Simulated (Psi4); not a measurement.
# TPSSh/cc-pVDZ run of CH3Cl3Si (SMILES C[Si](Cl)(Cl)Cl)

Aim: the energy change on altering one bond length of CH3Cl3Si at TPSSh/cc-pVDZ, from 2 runs. 

The calculation is run with Psi4 1.11.

3 further runs of the same task are left out: 3 set aside as unsound or not needed.

### Step 1. The structure to begin with

CH3Cl3Si: 8 atoms, total charge 0, spin state singlet. As SMILES, `C[Si](Cl)(Cl)Cl`. The coordinates come from a PBE0-D4/def2-TZVP relaxation.

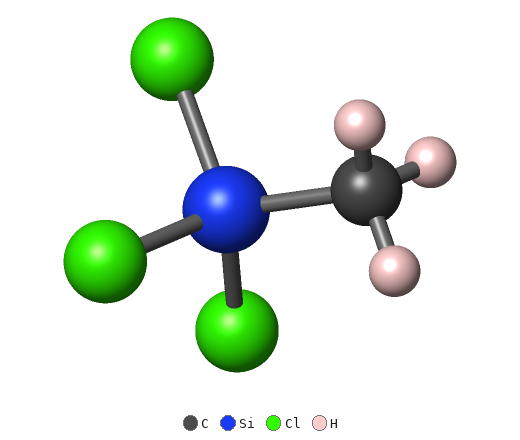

The structure, seen from a chosen angle (carbon dark grey, silicon blue, chlorine green, hydrogen pink).

### Step 2. Energy and forces at TPSSh/cc-pVDZ

Input file calc.dat:

```
memory 1.6 GB

molecule m {
  0 1
  C     -0.728900    -0.279600     0.686100
  Si     0.568900     0.197900    -0.528700
  Cl     2.360400    -0.640000    -0.033600
  Cl     0.065900    -0.429500    -2.402200
  Cl     0.801200     2.223000    -0.573800
  H     -0.844500    -1.365200     0.700800
  H     -0.448300     0.061100     1.684800
  H     -1.682600     0.175200     0.410800
  units angstrom
  symmetry c1
  no_reorient
  no_com
}

set globals {
  basis                cc-pVDZ
  reference            rks
  puream               true
  e_convergence        1e-09
  d_convergence        1e-08
  scf_type             pk
  dft_radial_points    99
  dft_spherical_points 590
}

e_tot, wfn = gradient("tpssh", return_wfn=True)
```

Run with:

```sh
$ psi4 calc.dat calc.out -n 1
```

calc.out:

```text
[...]
  Running in c1 symmetry.
[...]
  Nuclear repulsion =  440.297333645516005
[...]
  Multiplicity = 1
[...]
  Nalpha       = 37
  Nbeta        = 37
[...]
    Number of basis functions: 101
[...]
   @RKS iter   1: -1710.00168030153213    1.66945e-01   6.74516e-03 ADIIS/DIIS
[...]
   @RKS iter  10: -1710.24560606995624   -9.32232e-12   6.62165e-09 DIIS
[...]
  @RKS Final Energy: -1710.24560606995624
   => Energetics <=
    Nuclear Repulsion Energy =            440.2973336455160052
    One-Electron Energy =               -3238.4024121784209456
    Two-Electron Energy =                1189.3695485106607066
    DFT Exchange-Correlation Energy =    -101.5100760477120616
    Empirical Dispersion Energy =           0.0000000000000000
    VV10 Nonlocal Energy =                  0.0000000000000000
    Total Energy =                      -1710.2456060699562386
[...]
 Multipole Moments:
 ------------------------------------------------------------------------------------
     Multipole            Electronic (a.u.)      Nuclear  (a.u.)        Total (a.u.)
 ------------------------------------------------------------------------------------
 L = 1.  Multiply by 2.5417464519 to convert [e a0] to [Debye]
 Dipole X            :       -105.4437433          104.8482415           -0.5955018
 Dipole Y            :        -37.2080935           36.9887433           -0.2193502
 Dipole Z            :         98.1654613          -97.6081338            0.5573274
 Magnitude           :                                                    0.8446010
[...]
  -Total Gradient:
     Atom            X                  Y                   Z
    ------   -----------------  -----------------  -----------------
       1        0.001382258243     0.000487229360    -0.001297445923
       2        0.004628535546     0.001670125623    -0.004351188539
       3       -0.013028550514     0.006065114381    -0.003555768203
       4        0.003619091741     0.004556880455     0.013628744647
       5       -0.001713706677    -0.014672927796     0.000371649687
       6        0.000838205416     0.006466357248    -0.000238594080
       7       -0.001489653443    -0.001941973361    -0.006009519527
       8        0.005770308854    -0.002617780926     0.001468175978
[...]
```

It took 1.8 min on 1 thread of Intel Xeon 6975P-C (Granite Rapids), shared host; peak memory 0.86 GiB.

### Step 3. The distorted shape at the same level

Input file input.dat:

```
memory 1600 MB

molecule mol {
  0 1
  C
  Si 1 R2
  Cl 2 R3 1 A3
  Cl 2 R4 1 A4 3 D4
  Cl 2 R5 1 A5 3 D5
  H 1 R6 2 A6 3 D6
  H 1 R7 6 A7 2 D7
  H 1 R8 6 A8 7 D8

  R2 = 1.84066
  R3 = 2.038792
  A3 = 110.65057
  R4 = 3.6698
  A4 = 110.65207
  D4 = 120.00353
  R5 = 2.038879
  A5 = 110.64618
  D5 = -119.99857
  R6 = 1.091836
  A6 = 109.96661
  D6 = -60.0345
  R7 = 1.091886
  A7 = 108.97412
  D7 = -120.60704
  R8 = 1.091868
  A8 = 108.96984
  D8 = -118.79801
  symmetry c1
}

set globals {
  basis cc-pVDZ
  puream true
  e_convergence 1e-09
  d_convergence 1e-08
  scf_type pk
  dft_radial_points 99
  dft_spherical_points 590
}

energy_value, wavefunction = gradient('tpssh', return_wfn=True)
oeprop(wavefunction, 'WIBERG_LOWDIN_INDICES', 'QUADRUPOLE', 'LOWDIN_CHARGES', title='TPSSH')
```

Run with:

```sh
$ psi4 input.dat output.dat -n 1
```

output.dat:

```text
[...]
  Running in c1 symmetry.
[...]
  Nuclear repulsion =  377.672283371816945
[...]
  Multiplicity = 1
[...]
  Nalpha       = 37
  Nbeta        = 37
[...]
    Number of basis functions: 101
[...]
   @RKS iter   1: -1709.76755693064115   -2.85018e-02   7.20997e-03 ADIIS/DIIS
[...]
   @RKS iter  15: -1710.10949549189081   -1.70530e-11   5.70156e-09 DIIS
[...]
  @RKS Final Energy: -1710.10949549189081
   => Energetics <=
    Nuclear Repulsion Energy =            377.6722833718169454
    One-Electron Energy =               -3112.4020845331042437
    Two-Electron Energy =                1125.9687073929205781
    DFT Exchange-Correlation Energy =    -101.3484017235238923
    Empirical Dispersion Energy =           0.0000000000000000
    VV10 Nonlocal Energy =                  0.0000000000000000
    Total Energy =                      -1710.1094954918908115
[...]
  -Total Gradient:
     Atom            X                  Y                   Z
    ------   -----------------  -----------------  -----------------
       1       -0.011930869955    -0.006913421536     0.008225642708
       2       -0.009503491482    -0.005517644650    -0.010282615089
       3       -0.005675771440     0.004790808911    -0.005483487957
       4        0.024047455698     0.013886048333     0.011073846639
       5        0.001287469990    -0.007294754593    -0.005472250176
       6       -0.005219214204     0.002463864855     0.002159768971
       7        0.007466580480     0.004317547528    -0.002385683154
       8       -0.000472863475    -0.005732845756     0.002151153800
[...]
 Multipole Moments:
 ------------------------------------------------------------------------------------
     Multipole            Electronic (a.u.)      Nuclear  (a.u.)        Total (a.u.)
 ------------------------------------------------------------------------------------
 L = 1.  Multiply by 2.5417464519 to convert [e a0] to [Debye]
 Dipole X            :         -0.8162503           -1.2371591           -2.0534094
 Dipole Y            :         -0.4714155           -0.7144957           -1.1859112
 Dipole Z            :          7.0258118           -8.7660800           -1.7402682
 Magnitude           :                                                    2.9413278
 L = 2.  Multiply by 1.3450342976 to convert [e a0^2] to [Debye ang]
 Quadrupole XX       :       -734.9275152          683.9284972          -50.9990179
 Quadrupole XY       :       -205.4480236          200.2637696           -5.1842540
[...]
```

Run time: 98 s. Hardware: 1 thread of Intel Xeon 6975P-C (Granite Rapids), shared host; peak memory 0.87 GiB.

### Step 4. What came out

Level: TPSSh/cc-pVDZ.

```
                                                           quantity           value
                                          first shape: total energy  -1710.24561 Eh
                                         first shape: dipole moment          2.15 D
                                           first shape: HOMO energy        -8.34 eV
                                           first shape: LUMO energy         0.02 eV
                                         first shape: HOMO–LUMO gap         8.36 eV
                              first shape: largest force on an atom      0.762 eV/Å
                                      distorted shape: total energy  -1710.10950 Eh
                                     distorted shape: dipole moment          7.48 D
                                       distorted shape: HOMO energy        -6.30 eV
                                       distorted shape: LUMO energy        -5.07 eV
                                     distorted shape: HOMO–LUMO gap         1.23 eV
                          distorted shape: largest force on an atom      1.537 eV/Å
energy change with the Si2–Cl4 bond stretched from 2.039 to 3.670 Å        3.704 eV
```

One bond (distorted shape) is far stretched, which a spin-restricted single reference describes badly; a broken-symmetry solution may lie lower. With the Si2–Cl4 bond stretched from 2.039 to 3.670 Å the energy rises by 3.70 eV (357 kJ/mol). The first shape isn't relaxed at this level, so the change isn't measured from a minimum. A restricted reference can't describe the breaking bond well at this length. The largest force (first shape) is 0.76 eV/Å: the shape isn't a stationary point for this species at this level.
